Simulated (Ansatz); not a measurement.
## Geometry relaxation of BSiNH₄IF (part 1 of 2)

System: BSiNH₄IF.
Method: RKS BHLYP-D4/def2-SVP (Ansatz 0.2.0).

It belongs to a series of runs on one base structure; here: end point B relaxed. Figures and captions count atoms from 1; the log counts them from 0 in places.

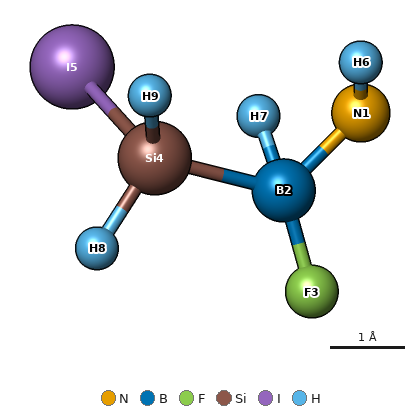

*The input geometry (ball-and-stick view, seen at a tilt; atoms are numbered from 1 in the order of the input).*

## The input
```yaml
crystal:
  periodic: [false, false, false]
  atoms:
    - { symbol: "N", position_ang: [1.6233, 0.7304, -0.2237] }
    - { symbol: B, position_ang: [0.7603, -0.5096, -0.123] }
    - { symbol: F, position_ang: [1.37, -1.7812, -0.3571] }
    - { symbol: Si, position_ang: [-1.0516, -0.4298, 0.3227] }
    - { symbol: I, position_ang: [-2.3292, 0.8458, -1.4061] }
    - { symbol: H, position_ang: [1.4892, 1.2932, 0.6753] }
    - { symbol: H, position_ang: [0.26151, 0.48748, -0.47789] }
    - { symbol: H, position_ang: [-1.6263, -1.7904, 0.3727] }
    - { symbol: H, position_ang: [-1.2889, 0.2228, 1.6786] }
basis:
  gaussian: { orbitals: def2-SVP }
hamiltonian:
  xc: { name: BHLYP }
  dispersion: d4
relax:
  f_tol: 0.02
  max_steps: 50
```

Machine: 2 threads of Intel Xeon (Sapphire Rapids), 16 GiB of memory available, shared host.

Run as:
```bash
ansatz run input.yaml --threads 2 --pin off --max-ram 3072MiB --backend cpu --events-out ev --progress --plain --runs-dir out
```

## What the program printed
```
The last accepted step is kept in [file] (removed where the run ends without a failure and the disk answers)
Engine: ansatz 0.2.0, x86_64-unknown-linux-gnu
Functional definition: BHLYP
  parameter a = 0.5
  exchange = (1 - a)*b88_x + a*exact_x
  correlation = lyp_c
1229 factors; integrals over basis functions are off by at most 3.6e-4 eV
mean field evaluation 1: about -20910.6038 eV, gradient 4.6e1 eV
mean field evaluation 2: about -20903.0851 eV, gradient 7.1e1 eV
mean field evaluation 4: about -20915.2035 eV, gradient 4.6e0 eV
mean field evaluation 8: about -20915.3239 eV, gradient 1.6e-1 eV
mean field evaluation 16: about -20915.3241 eV, gradient 1.4e-4 eV
mean field -20915.32408504 eV, -768.6239832094 hartree, gradient 3.1e-5 eV, S^2 0.000000; 0 other end points of the search recorded, 0 dependent functions left out
the calculation of the forces begins
reference -20915.32425546 eV, -768.6239894721 hartree; 32, 32 occupied and 74, 74 virtual orbitals, 1229 factors
relax step   1: F+E_penalty+E_count = -20915.64311012 eV  Δ(F+E_penalty+E_count) = +0.000e0 eV  max|allowed force component| = 8.720e0 eV/Å  Δτ_max = 0.0000 Å  (32 SCF iters, accepted)
these checks for a lower state are left out or cut short: starts, cluster_reference, orbital_swaps, neighbouring_geometries, increment
1229 factors; integrals over basis functions are off by at most 6.0e-4 eV
mean field -20917.05529252 eV, -768.6876039108 hartree, gradient 1.9e-5 eV, S^2 0.000000; 0 other end points of the search recorded, 0 dependent functions left out
[... from here on the field's lines of each further geometry are left out, up to the last ...]
relax step   2: F+E_penalty+E_count = -20917.37367873 eV  Δ(F+E_penalty+E_count) = -1.731e0 eV  max|allowed force component| = 4.341e0 eV/Å  Δτ_max = 0.1947 Å  (33 SCF iters, accepted)
relax step   3: F+E_penalty+E_count = -20918.49124479 eV  Δ(F+E_penalty+E_count) = -1.118e0 eV  max|allowed force component| = 3.103e0 eV/Å  Δτ_max = 0.1979 Å  (33 SCF iters, accepted)
relax step   4: F+E_penalty+E_count = -20919.16667565 eV  Δ(F+E_penalty+E_count) = -6.754e-1 eV  max|allowed force component| = 2.873e0 eV/Å  Δτ_max = 0.1950 Å  (32 SCF iters, accepted)
relax step   5: F+E_penalty+E_count = -20919.67217771 eV  Δ(F+E_penalty+E_count) = -5.055e-1 eV  max|allowed force component| = 1.413e0 eV/Å  Δτ_max = 0.1945 Å  (33 SCF iters, accepted)
relax step   6: F+E_penalty+E_count = -20919.93239253 eV  Δ(F+E_penalty+E_count) = -2.602e-1 eV  max|allowed force component| = 9.570e-1 eV/Å  Δτ_max = 0.2000 Å  (33 SCF iters, accepted)
relax step   7: F+E_penalty+E_count = -20919.98767119 eV  Δ(F+E_penalty+E_count) = -5.528e-2 eV  max|allowed force component| = 1.264e0 eV/Å  Δτ_max = 0.2000 Å  (33 SCF iters, accepted)
relax step   8: F+E_penalty+E_count = -20920.09395339 eV  Δ(F+E_penalty+E_count) = -1.063e-1 eV  max|allowed force component| = 7.287e-1 eV/Å  Δτ_max = 0.2000 Å  (31 SCF iters, accepted)
relax step   9: F+E_penalty+E_count = -20920.16471396 eV  Δ(F+E_penalty+E_count) = -7.076e-2 eV  max|allowed force component| = 7.358e-1 eV/Å  Δτ_max = 0.1276 Å  (33 SCF iters, accepted)
relax step  10: F+E_penalty+E_count = -20920.30137707 eV  Δ(F+E_penalty+E_count) = -1.367e-1 eV  max|allowed force component| = 1.221e0 eV/Å  Δτ_max = 0.1959 Å  (32 SCF iters, accepted)
relax step  11: F+E_penalty+E_count = -20920.46521231 eV  Δ(F+E_penalty+E_count) = -1.638e-1 eV  max|allowed force component| = 2.025e0 eV/Å  Δτ_max = 0.1964 Å  (31 SCF iters, accepted)
relax step  12: F+E_penalty+E_count = -20920.68088150 eV  Δ(F+E_penalty+E_count) = -2.157e-1 eV  max|allowed force component| = 1.665e0 eV/Å  Δτ_max = 0.2000 Å  (30 SCF iters, accepted)
relax step  13: F+E_penalty+E_count = -20920.88721758 eV  Δ(F+E_penalty+E_count) = -2.063e-1 eV  max|allowed force component| = 1.157e0 eV/Å  Δτ_max = 0.2000 Å  (32 SCF iters, accepted)
relax step  14: F+E_penalty+E_count = -20920.97283349 eV  Δ(F+E_penalty+E_count) = -8.562e-2 eV  max|allowed force component| = 9.509e-1 eV/Å  Δτ_max = 0.2000 Å  (32 SCF iters, accepted)
relax step  15: F+E_penalty+E_count = -20921.04601061 eV  Δ(F+E_penalty+E_count) = -7.318e-2 eV  max|allowed force component| = 3.118e-1 eV/Å  Δτ_max = 0.2000 Å  (32 SCF iters, accepted)
relax step  16: F+E_penalty+E_count = -20920.94987791 eV  Δ(F+E_penalty+E_count) = +9.613e-2 eV  max|allowed force component| = 1.240e0 eV/Å  Δτ_max = 0.1752 Å  (31 SCF iters, rejected (line search))
relax step  17: F+E_penalty+E_count = -20921.07368128 eV  Δ(F+E_penalty+E_count) = -2.767e-2 eV  max|allowed force component| = 1.633e-1 eV/Å  Δτ_max = 0.0854 Å  (33 SCF iters, accepted)
relax step  18: F+E_penalty+E_count = -20921.07915937 eV  Δ(F+E_penalty+E_count) = -5.478e-3 eV  max|allowed force component| = 1.094e-1 eV/Å  Δτ_max = 0.0590 Å  (31 SCF iters, accepted)
relax step  19: F+E_penalty+E_count = -20921.07911184 eV  Δ(F+E_penalty+E_count) = +4.753e-5 eV  max|allowed force component| = 2.429e-1 eV/Å  Δτ_max = 0.0152 Å  (26 SCF iters, rejected (line search))
relax step  20: F+E_penalty+E_count = -20921.08001436 eV  Δ(F+E_penalty+E_count) = -8.550e-4 eV  max|allowed force component| = 3.445e-2 eV/Å  Δτ_max = 0.0074 Å  (26 SCF iters, accepted)
relax step  21: F+E_penalty+E_count = -20921.08048830 eV  Δ(F+E_penalty+E_count) = -4.739e-4 eV  max|allowed force component| = 2.180e-2 eV/Å  Δτ_max = 0.0158 Å  (25 SCF iters, accepted)
the calculation of the forces begins
reference -20920.77141063 eV, -768.8241687325 hartree; 32, 32 occupied and 74, 74 virtual orbitals, 1227 factors
relax step  22: F+E_penalty+E_count = -20921.08067483 eV  Δ(F+E_penalty+E_count) = -1.865e-4 eV  max|allowed force component| = 1.223e-2 eV/Å  Δτ_max = 0.0096 Å  (24 SCF iters, accepted)
```

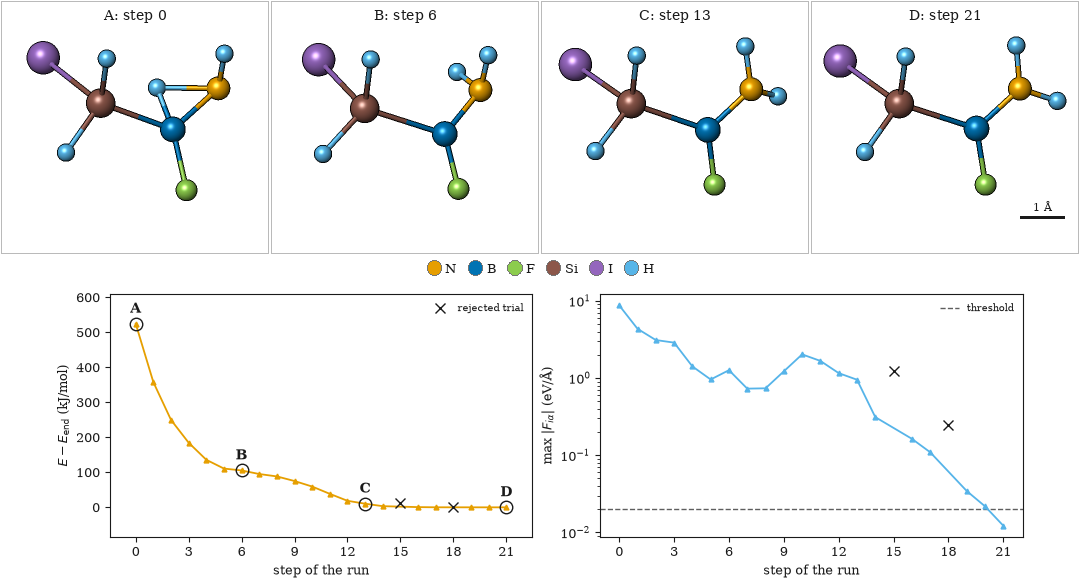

*Frames of the relaxation (ball-and-stick view, seen at a tilt) above the curves, on which the letters mark them (the first geometry is step 0 here and step 1 in the log).*

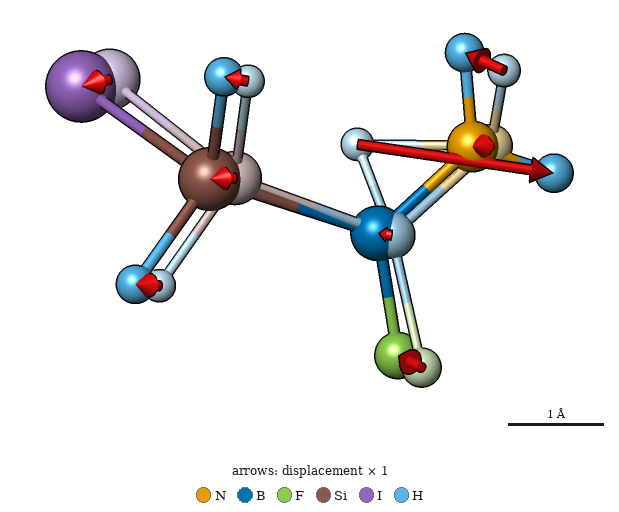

*Start (faint) and end (solid) with the displacements as red arrows, at true length (ball-and-stick view, seen at a tilt). The two geometries are laid on each other by the best rigid fit.*

The largest move after the best rigid fit is that of H7, 2.10 Å. By element the largest moves are H 2.10 Å, F 0.46 Å, I 0.36 Å, Si 0.31 Å, N 0.31 Å, B 0.15 Å. Among the contacts that change: B2–H7 1.170 → 2.096 Å, N1–H7 1.406 → 1.007 Å, B2–Si4 1.868 → 2.029 Å, N1–B2 1.514 → 1.384 Å. New bonds form: N1–H7 (1.41 → 1.01 Å). Bonds break: B2–H7 (1.17 → 2.10 Å). Among the angles that change: B2–N1–H7 47.1° → 121.7°, H6–N1–H7 97.0° → 114.4°, B2–N1–H6 107.7° → 123.9°. After 21 geometry steps the energy has fallen by 524.6 kJ/mol. Largest force component: 8.7 eV/Å at the start, 0.012 eV/Å at the end. The line search rejected the trial steps at points 15, 18 (counted from 0) and went back. (Atoms are counted from 1 in the order of the input.)

```
1227 factors; integrals over basis functions are off by at most 9.9e-4 eV
mean field -20920.77123841 eV, -768.8241624034 hartree, gradient 1.6e-5 eV, S^2 0.000000; 1 other end points of the search recorded, 0 dependent functions left out
the calculation of the forces begins
reference -20920.77141063 eV, -768.8241687325 hartree; 32, 32 occupied and 74, 74 virtual orbitals, 1227 factors
Total energy: -20921.08084706 eV, -768.8355403115 hartree
Atom 0 at     1.361039     0.693019    -0.112193 Å, force     0.007005    -0.003727    -0.004412 eV/Å
Atom 1 at     0.622139    -0.473028    -0.209491 Å, force    -0.012227    -0.001005     0.005064 eV/Å
Atom 2 at     1.169372    -1.527809    -0.813097 Å, force     0.001803    -0.002553     0.000356 eV/Å
Atom 3 at    -1.273452    -0.604405     0.502984 Å, force     0.006590     0.002675    -0.000840 eV/Å
Atom 4 at    -2.737254     0.548065    -1.130496 Å, force    -0.000623    -0.001937     0.000243 eV/Å
Atom 5 at     1.018591     1.538438     0.305588 Å, force    -0.002142    -0.000214    -0.000814 eV/Å
Atom 6 at     2.284083     0.768826    -0.507101 Å, force     0.004837     0.008027    -0.000086 eV/Å
Atom 7 at    -1.775290    -1.987251     0.640229 Å, force    -0.004415     0.001632    -0.002189 eV/Å
Atom 8 at    -1.460918     0.112825     1.785087 Å, force    -0.000829    -0.002897     0.002679 eV/Å
Dipole moment:     0.500419     0.316526     0.285743 e Å
```

## Trajectory as extended XYZ (Å, eV, eV/Å), 22 frames, from step=1 to step=22
```
9
Properties=species:S:1:pos:R:3:forces:R:3 step=1 energy=-20915.64311
N     1.6233    0.7304   -0.2237   -3.8375  -3.0442   1.5786
B     0.7603   -0.5096   -0.1230    8.7201  -3.3457   0.6919
F     1.3700   -1.7812   -0.3571   -1.7386   2.8081  -0.1588
Si   -1.0516   -0.4298    0.3227   -4.5898  -0.8647   2.0514
I    -2.3292    0.8458   -1.4061    0.2118  -0.1904   0.3148
H     1.4892    1.2932    0.6753   -0.5373  -0.4732  -1.9108
H     0.2615    0.4875   -0.4779    1.6729   5.1783  -1.7073
H    -1.6263   -1.7904    0.3727   -0.1475   0.0306  -0.0778
H    -1.2889    0.2228    1.6786    0.2457  -0.0988  -0.7819
9
Properties=species:S:1:pos:R:3:forces:R:3 step=2 energy=-20917.37368
N     1.6568    0.6378   -0.1658   -4.3411   0.1997   1.4144
B     0.8370   -0.5352   -0.0619    3.5198  -2.7822   0.1930
F     1.3339   -1.7725   -0.4401   -0.8045   1.8987   0.1996
Si   -1.0831   -0.4712    0.3601   -1.7402  -0.6253   1.1044
I    -2.2927    0.8244   -1.3542    0.0153   0.0590  -0.0349
H     1.3426    1.3608    0.5664    0.8793  -1.2325  -1.4043
H     0.3873    0.5965   -0.4620    2.6420   2.5720  -1.3760
H    -1.6860   -1.8164    0.3677   -0.0957  -0.0016   0.0845
H    -1.2874    0.2446    1.6514   -0.0750  -0.0879  -0.1807
9
Properties=species:S:1:pos:R:3:forces:R:3 step=3 energy=-20918.49125
N     1.6153    0.6085   -0.1489   -2.8904   2.2069   0.1991
B     0.8745   -0.5522   -0.0322   -0.2573  -3.1031   0.4588
F     1.3313   -1.7395   -0.4673   -0.0615   0.7393   0.1412
Si   -1.1284   -0.5151    0.4072    0.1355  -0.2212   0.2595
I    -2.2735    0.8165   -1.3375    0.0221   0.0274  -0.0210
H     1.3149    1.3389    0.5411    0.9839  -0.8309  -0.4321
H     0.5211    0.7148   -0.5470    2.6090   1.4171  -0.9667
H    -1.7301   -1.8461    0.3914   -0.2739  -0.2010   0.1681
H    -1.3168    0.2429    1.6546   -0.2674  -0.0346   0.1931
9
Properties=species:S:1:pos:R:3:forces:R:3 step=4 energy=-20919.16668
N     1.5202    0.6320   -0.1732    2.0830  -0.0891   0.8234
B     0.8739   -0.5947   -0.0027   -0.9852  -1.7800   0.2670
F     1.3467   -1.7302   -0.4753    0.3317   0.0721   0.1819
Si   -1.1440   -0.5460    0.4362    0.3489  -0.1470   0.0865
I    -2.2593    0.8121   -1.3275    0.1166  -0.0754   0.0608
H     1.3154    1.3056    0.5362    0.5613   0.3502   1.0976
H     0.6711    0.8214   -0.6116   -1.9273   1.9136  -2.8734
H    -1.7697   -1.8703    0.4100   -0.2896  -0.1153   0.2042
H    -1.3460    0.2388    1.6694   -0.2393  -0.1291   0.1520
9
Properties=species:S:1:pos:R:3:forces:R:3 step=5 energy=-20919.67218
N     1.5230    0.6319   -0.1560   -1.3552   0.5475  -0.7255
B     0.8442   -0.6187   -0.0288   -0.4977  -0.2134   0.3982
F     1.3682   -1.7423   -0.4539    0.2468  -0.0748   0.0199
Si   -1.1511   -0.5709    0.4563    0.1052  -0.1842   0.0061
I    -2.2430    0.8016   -1.3174    0.0895  -0.0877   0.0529
H     1.3449    1.2966    0.5955    0.2720  -0.3611   0.1580
H     0.7083    0.9393   -0.7618    1.4135   0.5250  -0.1201
H    -1.8101   -1.8912    0.4379   -0.1773   0.0627   0.1899
H    -1.3760    0.2223    1.6897   -0.0968  -0.2141   0.0207
```
